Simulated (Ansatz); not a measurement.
Geometry relaxation of AlCl₃

The run: geometry relaxation of AlCl₃, multiplicity 3. Method and program: UKS B3LYP-D4/def2-TZVP (Ansatz 0.2.0).

The geometry: B3LYP-D4/def2-TZVP start. Figures and captions count atoms from 1; the log counts them from 0 in places.

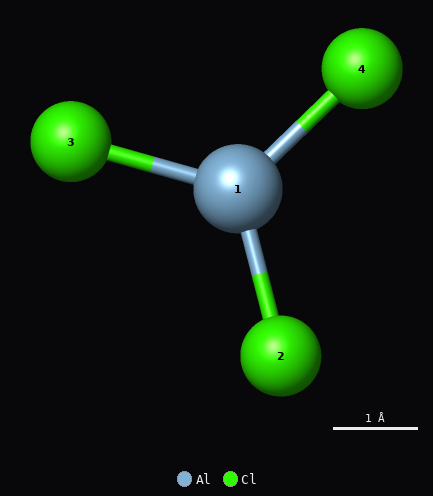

Fig. 1: The input geometry (ball-and-stick view, seen on its broad side; atoms are numbered from 1 in the order of the input). Sticks mark near contacts. Bond lengths as drawn: Al–Cl 2.08 Å.

**Results in brief**

```csv
quantity,value
outcome,converged
total energy,−44170.0673 eV
mean-field energy,−44169.8211 eV
dispersion energy,−0.2461 eV
⟨S²⟩,2.005
HOMO (either spin),−6.14 eV
LUMO (either spin),−6.34 eV
largest force (length of the vector) at the end,0.009 eV/Å
dipole moment,1.52 D
hardware,"2 threads of Arm Neoverse V2, 23 GiB of memory available, shared host"
wall time,94 s (CPU time 3.1 min)
peak memory,0.49 GiB
```

**Input**
```yaml
crystal:
  periodic: [false, false, false]
  atoms:
    - {symbol: Al, position_ang: [-0.000015, 0.000007, 0.000022]}
    - {symbol: Cl, position_ang: [-1.932212, -0.598736, 0.473846]}
    - {symbol: Cl, position_ang: [1.478150, -0.010081, 1.459970]}
    - {symbol: Cl, position_ang: [0.454078, 0.608810, -1.933828]}
basis:
  gaussian: {orbitals: def2-TZVP}
magnetization: {spin_polarized: true, initial_magnetization: 2}
hamiltonian: {xc: {name: B3LYP}, dispersion: d4}
scf: {lower_state_search: "off"}
output: {orbitals: {seedname: orbitals}}
relax: {f_tol: 0.02, max_steps: 100}
```

Launched with:
```bash
ansatz run in.yaml --threads 2 --pin off --events-out ev --progress --plain --max-ram 4352MiB
```

**Output**
```
Functional definition: B3LYP
  name "B3LYP"
  cite "Stephens, Devlin, Chabalowski & Frisch, J. Phys. Chem. 98, 11623 (1994) doi:10.1021/j100096a001"
  cite "Becke, Phys. Rev. A 38, 3098 (1988) doi:10.1103/PhysRevA.38.3098"
  cite "Lee, Yang & Parr, Phys. Rev. B 37, 785 (1988) doi:10.1103/PhysRevB.37.785"
  cite "Vosko, Wilk & Nusair, Can. J. Phys. 58, 1200 (1980) doi:10.1139/p80-159"
  parameter a0 = 0.2
  parameter ax = 0.72
  parameter ac = 0.81
  exchange = (1 - a0 - ax)*slater_x + ax*b88_x + a0*exact_x
  correlation = (1 - ac)*vwn_rpa_c + ac*lyp_c
these checks for a lower state are left out or cut short: stability, starts, cluster_reference, orbital_swaps, neighbouring_geometries, increment
1048 factors; their error is unknown
mean field evaluation 1: about -44166.8956 eV, gradient 1.2e1 eV
mean field evaluation 2: about -44167.1453 eV, gradient 1.0e1 eV
mean field evaluation 4: about -44167.5562 eV, gradient 3.7e-1 eV
mean field evaluation 8: about -44167.6547 eV, gradient 6.9e-2 eV
mean field evaluation 16: about -44167.6547 eV, gradient 9.5e-5 eV
mean field -44167.65474033 eV, -1623.1313737954 hartree, gradient 7.5e-6 eV, S^2 2.005955; 0 other end points of the search recorded, 0 dependent functions left out
the calculation of the forces begins
reference -44167.65498389 eV, -1623.1313827461 hartree; 33, 31 occupied and 115, 117 virtual orbitals, 1048 factors
relax step   1: F+E_penalty+E_count = -44167.88525447 eV  Δ(F+E_penalty+E_count) = +0.000e0 eV  max|allowed force component| = 2.333e0 eV/Å  Δτ_max = 0.0000 Å  (20 SCF iters, accepted)
these checks for a lower state are left out or cut short: stability, starts, cluster_reference, orbital_swaps, neighbouring_geometries, increment
1048 factors; their error is unknown
mean field -44168.30398144 eV, -1623.1552329661 hartree, gradient 2.2e-6 eV, S^2 2.006044; 0 other end points of the search recorded, 0 dependent functions left out
[... from here on the field's lines of each further geometry are left out, up to the last ...]
relax step   2: F+E_penalty+E_count = -44168.51773025 eV  Δ(F+E_penalty+E_count) = -6.325e-1 eV  max|allowed force component| = 8.115e-1 eV/Å  Δτ_max = 0.1290 Å  (20 SCF iters, accepted)
relax step   3: F+E_penalty+E_count = -44168.63243422 eV  Δ(F+E_penalty+E_count) = -1.147e-1 eV  max|allowed force component| = 1.906e-1 eV/Å  Δτ_max = 0.0729 Å  (23 SCF iters, accepted)
relax step   4: F+E_penalty+E_count = -44168.70596438 eV  Δ(F+E_penalty+E_count) = -7.353e-2 eV  max|allowed force component| = 8.273e-1 eV/Å  Δτ_max = 0.1053 Å  (32 SCF iters, accepted)
relax step   5: F+E_penalty+E_count = -44169.03881180 eV  Δ(F+E_penalty+E_count) = -3.328e-1 eV  max|allowed force component| = 1.057e0 eV/Å  Δτ_max = 0.2000 Å  (31 SCF iters, accepted)
relax step   6: F+E_penalty+E_count = -44169.36093424 eV  Δ(F+E_penalty+E_count) = -3.221e-1 eV  max|allowed force component| = 7.461e-1 eV/Å  Δτ_max = 0.1996 Å  (31 SCF iters, accepted)
relax step   7: F+E_penalty+E_count = -44169.68820606 eV  Δ(F+E_penalty+E_count) = -3.273e-1 eV  max|allowed force component| = 3.768e-1 eV/Å  Δτ_max = 0.1969 Å  (28 SCF iters, accepted)
relax step   8: F+E_penalty+E_count = -44169.72635291 eV  Δ(F+E_penalty+E_count) = -3.815e-2 eV  max|allowed force component| = 1.218e-1 eV/Å  Δτ_max = 0.1232 Å  (24 SCF iters, accepted)
relax step   9: F+E_penalty+E_count = -44169.73487634 eV  Δ(F+E_penalty+E_count) = -8.523e-3 eV  max|allowed force component| = 2.404e-2 eV/Å  Δτ_max = 0.0450 Å  (24 SCF iters, accepted)
relax step  10: F+E_penalty+E_count = -44169.73511665 eV  Δ(F+E_penalty+E_count) = -2.403e-4 eV  max|allowed force component| = 2.683e-3 eV/Å  Δτ_max = 0.0063 Å  (32 SCF iters, accepted)
relax step  11: F+E_penalty+E_count = -44169.73511959 eV  Δ(F+E_penalty+E_count) = -2.942e-6 eV  max|allowed force component| = 4.406e-3 eV/Å  Δτ_max = 0.0006 Å  (22 SCF iters, accepted)
relax step  12: F+E_penalty+E_count = -44169.73512759 eV  Δ(F+E_penalty+E_count) = -7.992e-6 eV  max|allowed force component| = 7.541e-3 eV/Å  Δτ_max = 0.0011 Å  (23 SCF iters, accepted)
relax step  13: F+E_penalty+E_count = -44169.73516820 eV  Δ(F+E_penalty+E_count) = -4.061e-5 eV  max|allowed force component| = 1.270e-2 eV/Å  Δτ_max = 0.0026 Å  (24 SCF iters, accepted)
relax step  14: F+E_penalty+E_count = -44169.73533619 eV  Δ(F+E_penalty+E_count) = -1.680e-4 eV  max|allowed force component| = 1.850e-2 eV/Å  Δτ_max = 0.0050 Å  (28 SCF iters, accepted)
relax step  15: F+E_penalty+E_count = -44169.73601350 eV  Δ(F+E_penalty+E_count) = -6.773e-4 eV  max|allowed force component| = 3.083e-2 eV/Å  Δτ_max = 0.0101 Å  (32 SCF iters, accepted)
relax step  16: F+E_penalty+E_count = -44169.73874046 eV  Δ(F+E_penalty+E_count) = -2.727e-3 eV  max|allowed force component| = 6.256e-2 eV/Å  Δτ_max = 0.0210 Å  (36 SCF iters, accepted)
relax step  17: F+E_penalty+E_count = -44169.74998497 eV  Δ(F+E_penalty+E_count) = -1.124e-2 eV  max|allowed force component| = 1.227e-1 eV/Å  Δτ_max = 0.0441 Å  (35 SCF iters, accepted)
relax step  18: F+E_penalty+E_count = -44169.80410563 eV  Δ(F+E_penalty+E_count) = -5.412e-2 eV  max|allowed force component| = 3.630e-1 eV/Å  Δτ_max = 0.0925 Å  (42 SCF iters, accepted)
relax step  19: F+E_penalty+E_count = -44169.99978016 eV  Δ(F+E_penalty+E_count) = -1.957e-1 eV  max|allowed force component| = 6.736e-1 eV/Å  Δτ_max = 0.1950 Å  (37 SCF iters, accepted)
relax step  20: F+E_penalty+E_count = -44170.06061102 eV  Δ(F+E_penalty+E_count) = -6.083e-2 eV  max|allowed force component| = 2.631e-1 eV/Å  Δτ_max = 0.1228 Å  (23 SCF iters, accepted)
relax step  21: F+E_penalty+E_count = -44170.06639202 eV  Δ(F+E_penalty+E_count) = -5.781e-3 eV  max|allowed force component| = 6.416e-2 eV/Å  Δτ_max = 0.0204 Å  (25 SCF iters, accepted)
the calculation of the forces begins
reference -44169.82105608 eV, -1623.2109844310 hartree; 33, 31 occupied and 115, 117 virtual orbitals, 1048 factors
relax step  22: F+E_penalty+E_count = -44170.06693125 eV  Δ(F+E_penalty+E_count) = -5.392e-4 eV  max|allowed force component| = 2.011e-2 eV/Å  Δτ_max = 0.0079 Å  (24 SCF iters, accepted)
these checks for a lower state are left out or cut short: stability, starts, cluster_reference, orbital_swaps, neighbouring_geometries, increment
1048 factors; their error is unknown
mean field -44169.82086468 eV, -1623.2109773971 hartree, gradient 1.4e-6 eV, S^2 2.005114; 0 other end points of the search recorded, 0 dependent functions left out
the calculation of the forces begins
reference -44169.82111886 eV, -1623.2109867380 hartree; 33, 31 occupied and 115, 117 virtual orbitals, 1048 factors
relax step  23: F+E_penalty+E_count = -44170.06700843 eV  Δ(F+E_penalty+E_count) = -7.717e-5 eV  max|allowed force component| = 8.128e-3 eV/Å  Δτ_max = 0.0039 Å  (18 SCF iters, accepted)
```

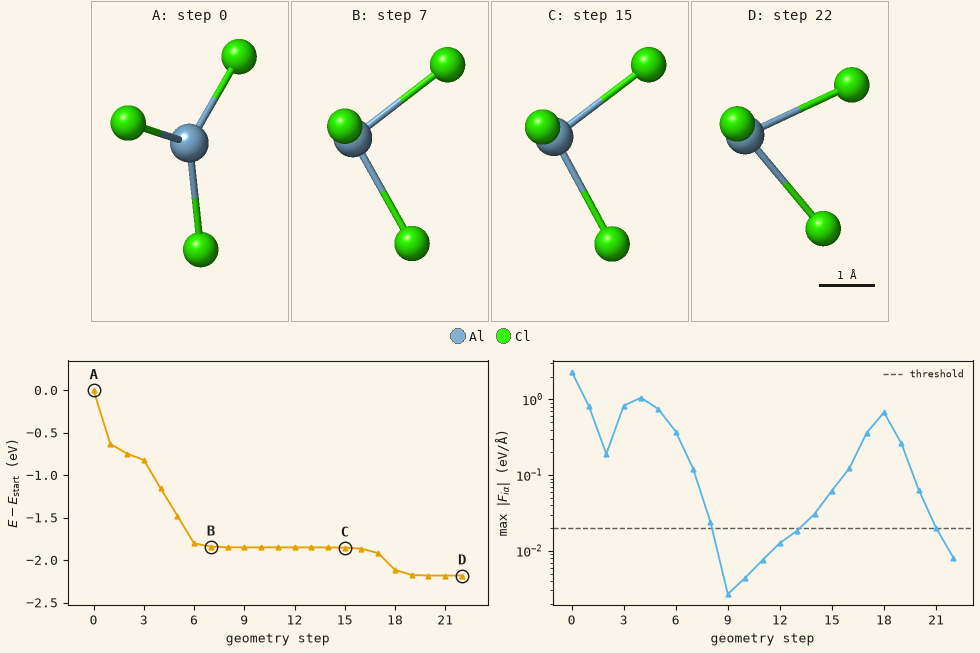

Fig. 2: Frames of the relaxation (ball-and-stick view, seen at a tilt) above the curves, on which the letters mark them (the first geometry is step 0 here and step 1 in the log).

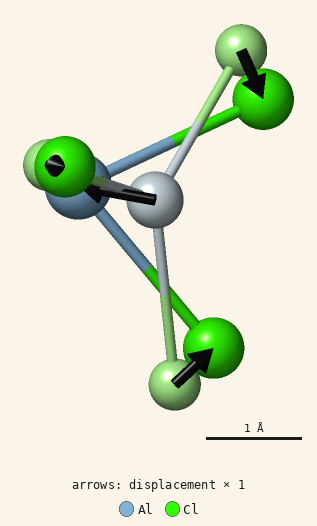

Fig. 3: Start (faint) and end (solid) with the displacements as black arrows, at true length (ball-and-stick view, seen at a tilt). The two geometries are laid on each other by the best rigid fit. The energy falls by 2.182 eV in 22 geometry steps. The largest force component goes from 2.3 to 0.0081 eV/Å. The atom that moves furthest after the best rigid fit is Al1 (0.84 Å). By element the largest moves are Al 0.84 Å, Cl 0.56 Å. Among the contacts that change: Al1–Cl2 2.078 → 2.301 Å, Al1–Cl3 2.078 → 2.120 Å. Among the angles that change: Cl2–Al1–Cl4 120.0° → 71.2°, Cl2–Al1–Cl3 120.0° → 111.5°. (Atoms are counted from 1 in the order of the input.)

```
Total energy: -44170.06726260 eV, -1623.2200323538 hartree
Atom 0 at     0.015941     0.746039     0.386060 Å, force    -0.008128    -0.002540    -0.002900 eV/Å
Atom 1 at    -1.688598    -0.738092    -0.045804 Å, force     0.005390     0.004880    -0.000351 eV/Å
Atom 2 at     1.577640    -0.163362     1.495063 Å, force     0.002596    -0.001309    -0.000418 eV/Å
Atom 3 at     0.095018     0.155415    -1.835310 Å, force     0.000142    -0.001032     0.003669 eV/Å
Dipole moment:    -0.221045     0.184445    -0.129702 e Å
Checks for a lower state left out: stability, starts, cluster_reference, orbital_swaps, neighbouring_geometries, increment
```

**Trajectory as extended XYZ (Å, eV, eV/Å), 23 frames, from step=1 to step=23**
```
4
Properties=species:S:1:pos:R:3:forces:R:3 step=1 energy=-44167.88525
Al    0.0000    0.0000    0.0000    0.0003   0.0007  -0.0001
Cl   -1.9322   -0.5987    0.4738   -2.3316  -0.7227   0.5717
Cl    1.4782   -0.0101    1.4600    1.7835  -0.0124   1.7615
Cl    0.4541    0.6088   -1.9338    0.5478   0.7343  -2.3331
4
Properties=species:S:1:pos:R:3:forces:R:3 step=2 energy=-44168.51773
Al    0.0000    0.0001    0.0000   -0.0003   0.0020   0.0005
Cl   -2.0522   -0.6359    0.5032   -0.8105  -0.2518   0.1986
Cl    1.5699   -0.0107    1.5506    0.6202  -0.0049   0.6124
Cl    0.4823    0.6466   -2.0539    0.1905   0.2547  -0.8115
4
Properties=species:S:1:pos:R:3:forces:R:3 step=3 energy=-44168.63243
Al   -0.0001    0.0007    0.0002   -0.0017   0.0069   0.0018
Cl   -2.1199   -0.6571    0.5198   -0.1892  -0.0611   0.0459
Cl    1.6218   -0.0113    1.6019    0.1458  -0.0033   0.1429
Cl    0.4982    0.6677   -2.1218    0.0451   0.0575  -0.1906
4
Properties=species:S:1:pos:R:3:forces:R:3 step=4 energy=-44168.70596
Al   -0.0245    0.0999    0.0257   -0.2042   0.8273   0.2125
Cl   -2.1234   -0.6938    0.5141    0.1145  -0.2613  -0.0822
Cl    1.6389   -0.0445    1.6023    0.0327  -0.2756  -0.1057
Cl    0.5090    0.6383   -2.1421    0.0571  -0.2904  -0.0246
4
Properties=species:S:1:pos:R:3:forces:R:3 step=5 energy=-44169.03881
Al   -0.0710    0.2883    0.0741   -0.2607   1.0568   0.2714
Cl   -2.0787   -0.7475    0.4908    0.5422  -0.2111  -0.2021
Cl    1.6321   -0.1071    1.5642   -0.2614  -0.3499  -0.4345
Cl    0.5176    0.5664   -2.1291   -0.0201  -0.4957   0.3652
4
Properties=species:S:1:pos:R:3:forces:R:3 step=6 energy=-44169.36093
Al   -0.1174    0.4763    0.1223   -0.0860   0.3495   0.0898
Cl   -2.0099   -0.7937    0.4617    0.7461   0.1058  -0.2058
Cl    1.6068   -0.1695    1.5078   -0.5203  -0.1127  -0.5722
Cl    0.5205    0.4869   -2.0918   -0.1399  -0.3426   0.6883
4
Properties=species:S:1:pos:R:3:forces:R:3 step=7 energy=-44169.68821
Al   -0.1632    0.6618    0.1700    0.0208  -0.0833  -0.0213
Cl   -1.8458   -0.8094    0.4093    0.3625   0.1422  -0.0835
Cl    1.5082   -0.2306    1.3794   -0.2896   0.0297  -0.2720
Cl    0.5008    0.3782   -1.9586   -0.0938  -0.0886   0.3768
4
Properties=species:S:1:pos:R:3:forces:R:3 step=8 energy=-44169.72635
Al   -0.1880    0.7625    0.1959    0.0240  -0.0918  -0.0235
Cl   -1.7278   -0.8090    0.3737   -0.1218  -0.0051   0.0356
Cl    1.4326   -0.2636    1.2881    0.0793   0.0303   0.0945
Cl    0.4832    0.3100   -1.8576    0.0185   0.0666  -0.1065
4
Properties=species:S:1:pos:R:3:forces:R:3 step=9 energy=-44169.73488
Al   -0.1774    0.7201    0.1850    0.0007   0.0033   0.0010
Cl   -1.7685   -0.8064    0.3864    0.0240   0.0059  -0.0065
Cl    1.4576   -0.2496    1.3201   -0.0186  -0.0007  -0.0180
Cl    0.4883    0.3359   -1.8914   -0.0061  -0.0086   0.0235
4
Properties=species:S:1:pos:R:3:forces:R:3 step=10 energy=-44169.73512
Al   -0.1786    0.7257    0.1864    0.0027  -0.0015  -0.0002
Cl   -1.7625   -0.8065    0.3844    0.0005   0.0002  -0.0006
Cl    1.4539   -0.2514    1.3157   -0.0017   0.0010   0.0000
Cl    0.4872    0.3323   -1.8865   -0.0015   0.0003   0.0008
4
Properties=species:S:1:pos:R:3:forces:R:3 step=11 energy=-44169.73512
Al   -0.1782    0.7257    0.1864    0.0044   0.0003   0.0004
Cl   -1.7622   -0.8065    0.3841   -0.0005  -0.0012  -0.0008
Cl    1.4537   -0.2515    1.3162   -0.0018   0.0009   0.0006
Cl    0.4866    0.3323   -1.8867   -0.0021   0.0000  -0.0001
4
Properties=species:S:1:pos:R:3:forces:R:3 step=12 energy=-44169.73513
Al   -0.1776    0.7258    0.1865    0.0075   0.0014   0.0009
Cl   -1.7617   -0.8064    0.3836   -0.0013  -0.0025  -0.0014
Cl    1.4536   -0.2515    1.3170   -0.0028   0.0013   0.0011
Cl    0.4856    0.3322   -1.8871   -0.0035  -0.0002  -0.0006
4
Properties=species:S:1:pos:R:3:forces:R:3 step=13 energy=-44169.73517
Al   -0.1758    0.7261    0.1867    0.0127   0.0037   0.0021
Cl   -1.7606   -0.8064    0.3822   -0.0014  -0.0045  -0.0034
Cl    1.4532   -0.2516    1.3190   -0.0043   0.0016   0.0035
Cl    0.4832    0.3319   -1.8879   -0.0070  -0.0008  -0.0023
4
Properties=species:S:1:pos:R:3:forces:R:3 step=14 energy=-44169.73534
Al   -0.1720    0.7267    0.1872    0.0185   0.0066   0.0043
Cl   -1.7586   -0.8066    0.3796    0.0014  -0.0053  -0.0082
Cl    1.4522   -0.2516    1.3227   -0.0052   0.0011   0.0097
Cl    0.4785    0.3314   -1.8895   -0.0147  -0.0024  -0.0059
4
Properties=species:S:1:pos:R:3:forces:R:3 step=15 energy=-44169.73601
Al   -0.1640    0.7284    0.1884    0.0249   0.0091   0.0095
Cl   -1.7551   -0.8071    0.3742    0.0109  -0.0027  -0.0198
Cl    1.4502   -0.2515    1.3299   -0.0049   0.0001   0.0230
Cl    0.4689    0.3303   -1.8926   -0.0308  -0.0064  -0.0127
4
Properties=species:S:1:pos:R:3:forces:R:3 step=16 energy=-44169.73874
Al   -0.1477    0.7321    0.1917    0.0355   0.0091   0.0280
Cl   -1.7480   -0.8082    0.3621    0.0302   0.0067  -0.0481
Cl    1.4468   -0.2511    1.3444   -0.0031   0.0020   0.0436
Cl    0.4489    0.3272   -1.8982   -0.0626  -0.0178  -0.0235
4
Properties=species:S:1:pos:R:3:forces:R:3 step=17 energy=-44169.74999
Al   -0.1156    0.7398    0.2014    0.0587  -0.0016   0.1035
Cl   -1.7343   -0.8091    0.3328    0.0588   0.0326  -0.1227
Cl    1.4433   -0.2489    1.3726    0.0030   0.0248   0.0548
Cl    0.4065    0.3182   -1.9068   -0.1206  -0.0557  -0.0357
4
Properties=species:S:1:pos:R:3:forces:R:3 step=18 energy=-44169.80411
Al   -0.0557    0.7546    0.2330    0.1366  -0.0391   0.3630
Cl   -1.7139   -0.8065    0.2564    0.1014   0.1013  -0.3381
Cl    1.4510   -0.2381    1.4212    0.0106   0.1217  -0.0030
Cl    0.3186    0.2900   -1.9106   -0.2487  -0.1838  -0.0218
4
Properties=species:S:1:pos:R:3:forces:R:3 step=19 energy=-44169.99978
Al   -0.0094    0.7662    0.3094    0.4266  -0.0675   0.6736
Cl   -1.6839   -0.7689    0.0674    0.0619   0.0446  -0.3411
Cl    1.5263   -0.2047    1.4771   -0.2466   0.2576  -0.2148
Cl    0.1670    0.2074   -1.8539   -0.2419  -0.2347  -0.1177
4
Properties=species:S:1:pos:R:3:forces:R:3 step=20 energy=-44170.06061
Al    0.0234    0.7583    0.3679    0.0752  -0.0050   0.2405
Cl   -1.6687   -0.7419   -0.0514   -0.1238  -0.0499   0.0777
Cl    1.5671   -0.1709    1.5008   -0.0532   0.0580  -0.0551
Cl    0.0782    0.1545   -1.8173    0.1018  -0.0032  -0.2631
4
Properties=species:S:1:pos:R:3:forces:R:3 step=21 energy=-44170.06639
Al    0.0215    0.7503    0.3767   -0.0257   0.0070   0.0620
Cl   -1.6837   -0.7424   -0.0420   -0.0031   0.0105   0.0001
Cl    1.5701   -0.1666    1.4969    0.0182   0.0005   0.0020
Cl    0.0921    0.1587   -1.8317    0.0106  -0.0180  -0.0642
4
Properties=species:S:1:pos:R:3:forces:R:3 step=22 energy=-44170.06693
Al    0.0186    0.7473    0.3835   -0.0201  -0.0089   0.0076
Cl   -1.6881   -0.7398   -0.0449    0.0140   0.0147  -0.0001
Cl    1.5760   -0.1641    1.4969    0.0045  -0.0003  -0.0029
Cl    0.0935    0.1567   -1.8354    0.0017  -0.0055  -0.0046
4
Properties=species:S:1:pos:R:3:forces:R:3 step=23 energy=-44170.06701
Al    0.0159    0.7460    0.3861   -0.0081  -0.0025  -0.0029
Cl   -1.6886   -0.7381   -0.0458    0.0054   0.0049  -0.0004
Cl    1.5776   -0.1634    1.4951    0.0026  -0.0013  -0.0004
Cl    0.0950    0.1554   -1.8353    0.0001  -0.0010   0.0037
```

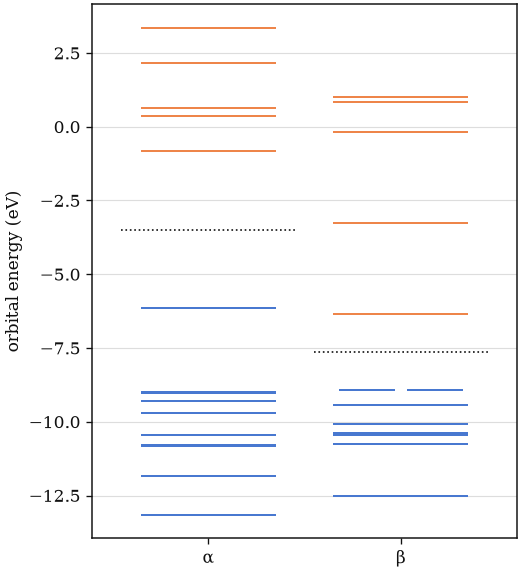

Fig. 4: Orbital energies near the frontier for α and β spins; the dotted line parts filled from empty levels, and levels within 0.02 eV of each other stand side by side. α: highest filled −6.14 eV, lowest empty −0.84 eV, 5.30 eV apart; β: highest filled −8.91 eV, lowest empty −6.34 eV, 2.57 eV apart.

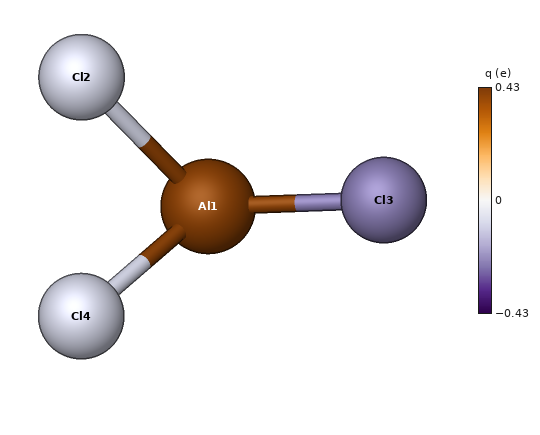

Fig. 5: Mulliken charges, as the colour of each atom (ball-and-stick view, seen at a tilt; atoms are numbered from 1 in the order of the input). By element: Al +0.41 and Cl −0.24 to −0.08 e.
